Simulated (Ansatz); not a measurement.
# FRb$_{2}$ (charge +1): what the fields show

```yaml
atoms:
  - { symbol: Rb, position_ang: [0.9837, -2.2820, 0.0231] }
  - { symbol: Rb, position_ang: [-0.9799, 2.2836, -0.0232] }
  - { symbol: F, position_ang: [-0.0038, -0.0016, 0.0001] }
```

Geometry: r2SCAN-D4/def2-TZVP; core potentials replace the inner electrons of Rb.

Theory: RKS PBE0-D4/def2-TZVP (Ansatz 0.2.0).

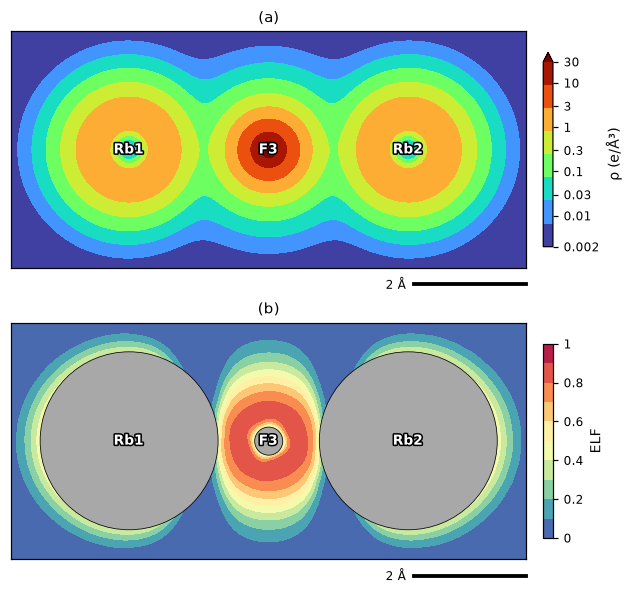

Figure 1. (a) electron density; (b) electron localisation function on a plane that holds the molecular axis. Grey discs cover the atomic cores in the ELF map.

Question: What does the map show?

Answer: The section cuts through Rb and F sites. Rb–F (2.49 Å): the density is about 0.24 e/Å³ at the midpoint; the ELF is about 0.10 at the midpoint; a largely ionic contact.

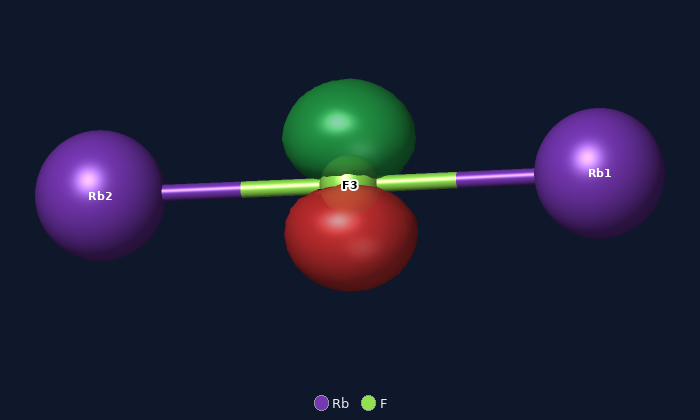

Figure 2. The HOMO at ±0.3 Å⁻³ᐟ² (green and red are the two phases), seen from one side.

Question: What is the character of this orbital?

Answer: By Hirshfeld shares it lies mainly on F3 (about 95 %); it is ungerade (odd under inversion); largely a lone pair of F3. It is one of a degenerate set, so its orientation is arbitrary. Its energy is −11.23 eV.
